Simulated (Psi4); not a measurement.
# SeO2 (selenium dioxide) at 4 levels

We compute a comparison of 4 runs (HF/STO-3G, B2PLYP/pcseg-1, B3LYP/6-31G*) of SeO2 (selenium dioxide). 

Program for the calculation: Psi4 1.11.

5 further runs of the same task are left out: 5 that didn't finish.

### Step 1. The molecule

SeO2 has 3 atoms, charge 0, and is taken as a singlet. SMILES: `O=[Se]=O`. Geometry: a GFN2-xTB relaxation, a rough one for these elements and not checked as a minimum.

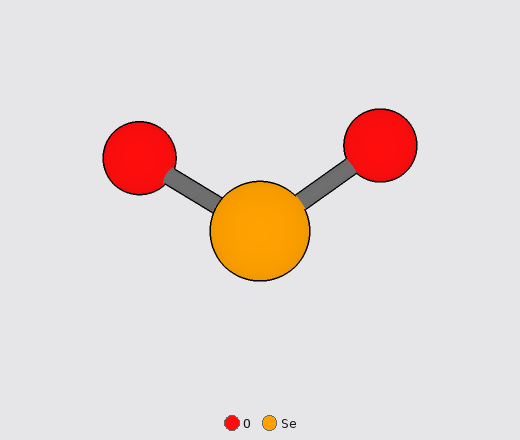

Viewed from a chosen angle; oxygen red, selenium orange.

### Step 2. Energy and gradient at HF/STO-3G (run 1)

File calc.py:

```python
import psi4

psi4.set_memory('1600 MB')
psi4.set_num_threads(1)
psi4.set_output_file('psi4.out', False)

molecule = psi4.geometry("""
0 1
O      0.451050    -1.230020     0.101400
Se    -0.535420    -0.070350    -0.271180
O      0.084370     1.300380     0.169780
units angstrom
symmetry c1
""")

psi4.set_options({
    'reference': 'rhf',
    'puream': True,
    'e_convergence': 1e-09,
    'd_convergence': 1e-08,
    'scf_type': 'pk',
})

result, w = psi4.gradient('scf/STO-3G', molecule=molecule, return_wfn=True)
print('gradient / Eh bohr^-1')
print(result.np.round(6))
print(f'energy = {w.energy():.10f} Eh')
for k, v in sorted(psi4.core.scalar_variables().items()):
    print(f'{k:45s} {v:18.10f}')
```

Started as:

```
$ python calc.py
```

psi4.out:

```text
[...]
  Running in c1 symmetry.
[...]
  Nuclear repulsion =  196.889008916943112
[...]
  Multiplicity = 1
[...]
  Nalpha       = 25
  Nbeta        = 25
[...]
    Number of basis functions: 28
[...]
   @RHF iter   1: -2520.94086508777264   -2.45507e+00   9.63974e-03 DIIS/ADIIS
[...]
   @RHF iter  13: -2520.97459104669042   -3.18323e-12   2.48862e-09 DIIS
[...]
    Orbital Energies [Eh]
    ---------------------
    Doubly Occupied:
       1A   -455.843840     2A    -59.002596     3A    -53.717020
       4A    -53.716981     5A    -53.716122     6A    -20.172771
       7A    -20.172588     8A     -8.450484     9A     -6.289068
      10A     -6.283517    11A     -6.281907    12A     -1.913550
      13A     -1.912274    14A     -1.907298    15A     -1.901068
      16A     -1.900839    17A     -1.313879    18A     -1.220817
      19A     -0.696627    20A     -0.512944    21A     -0.498708
      22A     -0.483986    23A     -0.343834    24A     -0.301922
      25A     -0.259786
[...]
  @RHF Final Energy: -2520.97459104669042
   => Energetics <=
    Nuclear Repulsion Energy =            196.8890089169431121
    One-Electron Energy =               -3918.0983467678984198
    Two-Electron Energy =                1200.2347468042651144
    Total Energy =                      -2520.9745910466899659
[...]
 Multipole Moments:
 ------------------------------------------------------------------------------------
     Multipole            Electronic (a.u.)      Nuclear  (a.u.)        Total (a.u.)
 ------------------------------------------------------------------------------------
 L = 1.  Multiply by 2.5417464519 to convert [e a0] to [Debye]
 Dipole X            :         -3.7409351            2.9036772           -0.8372578
 Dipole Y            :         -0.4403895            0.3417162           -0.0986734
 Dipole Z            :         -0.0000000           -0.0000000           -0.0000000
 Magnitude           :                                                    0.8430523
[...]
  -Total Gradient:
     Atom            X                  Y                   Z
    ------   -----------------  -----------------  -----------------
       1       -0.077621355807     0.074585078940     0.000000000000
       2        0.135689924577     0.015724373111     0.000000000000
       3       -0.058068568774    -0.090309452045    -0.000000000000
[...]
```

Standard output:

```text
gradient / Eh bohr^-1
[[-0.077621  0.074585  0.      ]
 [ 0.13569   0.015724  0.      ]
 [-0.058069 -0.090309 -0.      ]]
energy = -2520.9745910467 Eh
CURRENT ENERGY                                  -2520.9745910467
CURRENT REFERENCE ENERGY                        -2520.9745910467
DD SOLVATION ENERGY                                 0.0000000000
HF KINETIC ENERGY                                2519.7725217679
HF POTENTIAL ENERGY                             -5040.7471128146
HF TOTAL ENERGY                                 -2520.9745910467
HF VIRIAL RATIO                                     2.0004770547
NUCLEAR REPULSION ENERGY                          196.8890089169
ONE-ELECTRON ENERGY                             -3918.0983467679
PCM POLARIZATION ENERGY                             0.0000000000
PE ENERGY                                           0.0000000000
SCF ITERATION ENERGY                            -2520.9745910467
SCF ITERATIONS                                     13.0000000000
SCF TOTAL ENERGY                                -2520.9745910467
TWO-ELECTRON ENERGY                              1200.2347468043
```

Wall time 2.3 s (1 thread of Intel Xeon Platinum 8275CL at 3.00GHz (Skylake/Cascade Lake), shared host); peak memory 0.19 GiB.

### Step 3. A single-point energy at B2PLYP/pcseg-1 (density fitting for correlation) (run 2)

File o2se.dat:

```
memory 1.6 GB

molecule system {
  O      0.85236097    -2.32440093     0.19161823
  Se    -1.01179716    -0.13294223    -0.51245593
  O      0.15943619     2.45736206     0.32083770
  units bohr
  symmetry c1
}

set {
  reference rks
  puream true
  e_convergence 1e-09
  d_convergence 1e-08
  scf_type pk
  dft_radial_points 99
  dft_spherical_points 590
  num_frozen_docc 11
}

e_tot, wfn = energy('b2plyp/pcseg-1', return_wfn=True)
```

Started as:

```
$ psi4 -i o2se.dat -o o2se.out -n 1
```

o2se.out:

```text
[...]
  Running in c1 symmetry.
[...]
  Nuclear repulsion =  196.889008971250092
[...]
  Multiplicity = 1
[...]
  Nalpha       = 25
  Nbeta        = 25
[...]
    Number of basis functions: 55
[...]
   @RKS iter   1: -2550.68091346179017   -2.43628e+00   1.35521e-02 ADIIS/DIIS
[...]
   @RKS iter  11: -2550.85482169213219   -6.36646e-12   5.80006e-09 DIIS
[...]
    Orbital Energies [Eh]
    ---------------------
    Doubly Occupied:
       1A   -456.857927     2A    -59.236374     3A    -53.139268
       4A    -53.137717     5A    -53.136921     6A    -19.755777
       7A    -19.755754     8A     -8.419179     9A     -6.299829
      10A     -6.299028    11A     -6.293460    12A     -2.507113
      13A     -2.504907    14A     -2.503775    15A     -2.499343
      16A     -2.497394    17A     -1.243198    18A     -1.148862
      19A     -0.738283    20A     -0.540715    21A     -0.540103
      22A     -0.526126    23A     -0.406271    24A     -0.402904
      25A     -0.392970
[...]
  @RKS Final Energy: -2550.85482169213219
   => Energetics <=
    Nuclear Repulsion Energy =            196.8890089712500924
    One-Electron Energy =               -3938.8255766809602392
    Two-Electron Energy =                1240.7380880686657747
    DFT Exchange-Correlation Energy =     -49.6563420510875275
    Empirical Dispersion Energy =           0.0000000000000000
    VV10 Nonlocal Energy =                  0.0000000000000000
    Total Energy =                      -2550.8548216921317362
[...]
 Multipole Moments:
 ------------------------------------------------------------------------------------
     Multipole            Electronic (a.u.)      Nuclear  (a.u.)        Total (a.u.)
 ------------------------------------------------------------------------------------
 L = 1.  Multiply by 2.5417464519 to convert [e a0] to [Debye]
 Dipole X            :         -4.2005533            2.9036772           -1.2968761
 Dipole Y            :         -0.4945908            0.3417162           -0.1528746
 Dipole Z            :          0.0000000            0.0000000            0.0000000
 Magnitude           :                                                    1.3058553
[...]
```

Wall time 5.7 s (1 thread of Intel Xeon Platinum 8275CL at 3.00GHz (Skylake/Cascade Lake), shared host); peak memory 0.46 GiB.

### Step 4. Energy and forces at B3LYP/6-31G(d) (spherical functions) (run 3)

File input.in:

```
memory 1.6 GB

molecule {
  O      0.451050    -1.230020     0.101400
  Se    -0.535420    -0.070350    -0.271180
  O      0.084370     1.300380     0.169780
  symmetry c1
  no_reorient
  no_com
}

set basis 6-31G*
set puream true
set e_convergence 1e-09
set d_convergence 1e-08
set scf_type pk
set dft_radial_points 99
set dft_spherical_points 590

gradient('b3lyp')
```

Started as:

```
$ psi4 input.in input.out -n 1
```

input.out:

```text
[...]
  Running in c1 symmetry.
[...]
  Nuclear repulsion =  196.889008916943169
[...]
  Multiplicity = 1
[...]
  Nalpha       = 25
  Nbeta        = 25
[...]
    Number of basis functions: 60
[...]
   @RKS iter   1: -2551.04671644285054   -1.83964e+00   3.39515e-02 ADIIS/DIIS
[...]
   @RKS iter  11: -2551.63671291691389   -3.63798e-12   4.50602e-09 DIIS
[...]
    Orbital Energies [Eh]
    ---------------------
    Doubly Occupied:
       1A   -454.000560     2A    -58.223223     3A    -52.279692
       4A    -52.277689     5A    -52.277155     6A    -19.178731
       7A    -19.178704     8A     -7.971439     9A     -5.913601
      10A     -5.912127    11A     -5.907221    12A     -2.248573
      13A     -2.246417    14A     -2.245810    15A     -2.242289
      16A     -2.240363    17A     -1.085687    18A     -0.994493
      19A     -0.639503    20A     -0.452002    21A     -0.450359
      22A     -0.450344    23A     -0.336783    24A     -0.322806
      25A     -0.318898
[...]
  @RKS Final Energy: -2551.63671291691389
   => Energetics <=
    Nuclear Repulsion Energy =            196.8890089169431690
    One-Electron Energy =               -3939.0908076861646805
    Two-Electron Energy =                1274.5705147520955052
    DFT Exchange-Correlation Energy =     -84.0054288997877308
    Empirical Dispersion Energy =           0.0000000000000000
    VV10 Nonlocal Energy =                  0.0000000000000000
    Total Energy =                      -2551.6367129169134387
[...]
 Multipole Moments:
 ------------------------------------------------------------------------------------
     Multipole            Electronic (a.u.)      Nuclear  (a.u.)        Total (a.u.)
 ------------------------------------------------------------------------------------
 L = 1.  Multiply by 2.5417464519 to convert [e a0] to [Debye]
 Dipole X            :         25.3027600          -26.3067262           -1.0039662
 Dipole Y            :          3.3242213           -3.4563469           -0.1321256
 Dipole Z            :         12.8153442          -13.3238542           -0.5085100
 Magnitude           :                                                    1.1331319
[...]
  -Total Gradient:
     Atom            X                  Y                   Z
    ------   -----------------  -----------------  -----------------
       1       -0.031174356793     0.054469548834    -0.010018072485
       2        0.045554872467     0.005750581305     0.023049490076
       3       -0.014405017408    -0.060223520928    -0.013043844141
[...]
```

Wall time 9.3 s (1 thread of Intel Xeon Platinum 8275CL at 3.00GHz (Skylake/Cascade Lake), shared host); peak memory 0.48 GiB.

### Step 5. Energy and forces at B3LYP/6-31G(d) (Cartesian functions) (run 4)

Edit input.in of step 4 so:

```diff
@@ -2,3 +2,4 @@
 
-molecule {
+molecule geom {
+  0 1
   O      0.451050    -1.230020     0.101400
@@ -11,4 +12,3 @@
 
-set basis 6-31G*
-set puream true
+set puream false
 set e_convergence 1e-09
@@ -19,2 +19,2 @@
 
-gradient('b3lyp')
+gradient('b3lyp/6-31G*')
```

Started as:

```
$ psi4 input.in input.out -n 1
```

input.out:

```text
[...]
  Running in c1 symmetry.
[...]
  Nuclear repulsion =  196.889008916943169
[...]
  Multiplicity = 1
[...]
  Nalpha       = 25
  Nbeta        = 25
[...]
    Number of basis functions: 65
[...]
   @RKS iter   1: -2550.99474968853610   -1.80045e+00   3.45151e-02 DIIS/ADIIS
[...]
   @RKS iter  11: -2551.64813857095760    1.36424e-12   4.96713e-09 DIIS
[...]
    Orbital Energies [Eh]
    ---------------------
    Doubly Occupied:
       1A   -454.038140     2A    -58.228226     3A    -52.286197
       4A    -52.284192     5A    -52.283633     6A    -19.185412
       7A    -19.185391     8A     -7.968202     9A     -5.910616
      10A     -5.909024    11A     -5.904128    12A     -2.245207
      13A     -2.243042    14A     -2.242355    15A     -2.238909
      16A     -2.236937    17A     -1.086154    18A     -0.994589
      19A     -0.639795    20A     -0.452298    21A     -0.450539
      22A     -0.450439    23A     -0.337098    24A     -0.323141
      25A     -0.319092
[...]
  @RKS Final Energy: -2551.64813857095760
   => Energetics <=
    Nuclear Repulsion Energy =            196.8890089169431690
    One-Electron Energy =               -3939.0432147147676005
    Two-Electron Energy =                1274.4751510420514933
    DFT Exchange-Correlation Energy =     -83.9690838151848453
    Empirical Dispersion Energy =           0.0000000000000000
    VV10 Nonlocal Energy =                  0.0000000000000000
    Total Energy =                      -2551.6481385709580536
[...]
 Multipole Moments:
 ------------------------------------------------------------------------------------
     Multipole            Electronic (a.u.)      Nuclear  (a.u.)        Total (a.u.)
 ------------------------------------------------------------------------------------
 L = 1.  Multiply by 2.5417464519 to convert [e a0] to [Debye]
 Dipole X            :         25.3013773          -26.3067262           -1.0053489
 Dipole Y            :          3.3240384           -3.4563469           -0.1323085
 Dipole Z            :         12.8146438          -13.3238542           -0.5092104
 Magnitude           :                                                    1.1346926
[...]
  -Total Gradient:
     Atom            X                  Y                   Z
    ------   -----------------  -----------------  -----------------
       1       -0.030354559223     0.053712250494    -0.009688100610
       2        0.044161686517     0.005568250582     0.022343940114
       3       -0.013831586608    -0.059283886046    -0.012668244544
[...]
```

It took 9.6 s on 1 thread of Intel Xeon Platinum 8275CL at 3.00GHz (Skylake/Cascade Lake), shared host; peak memory 0.51 GiB.

### Step 6. All runs side by side

```
run                                             level      task  frozen core orbitals   energy (Eh)  dipole moment (D)  HOMO energy (eV)  LUMO energy (eV)  wall time
  1                                         HF/STO-3G  gradient                     0  -2520.974591               2.14             -7.07              3.71      2.3 s
  2  B2PLYP/pcseg-1 (density fitting for correlation)    energy                    11  -2551.040592                  –            -10.69             -2.74      5.7 s
  3                B3LYP/6-31G* (spherical functions)  gradient                     0  -2551.636713               2.88             -8.68             -3.77      9.3 s
  4                B3LYP/6-31G* (Cartesian functions)  gradient                     0  -2551.648139               2.88             -8.68             -3.78      9.6 s
```

### Step 7. Outcome

| quantity | value |
| --- | --- |
| run 4: total energy | -2551.64814 Eh |
| run 4: dipole moment | 2.88 D |
| run 4: HOMO energy | -8.68 eV |
| run 4: LUMO energy | -3.78 eV |
| run 4: HOMO–LUMO gap | 4.91 eV |
| run 4: largest force on an atom | 3.211 eV/Å |

Over runs 1, 3, 4 the dipole moment (its size) runs from 2.14 D (HF/STO-3G) to 2.88 D (B3LYP/6-31G*). The two ends differ in method and basis. The HOMO–LUMO gap runs from 4.91 eV (B3LYP/6-31G*) to 10.78 eV (HF/STO-3G). Totals of different functionals can't be ranked against each other. In run 1 the basis is minimal, so the values are rough. All runs together took 27 s, the longest 9.6 s.
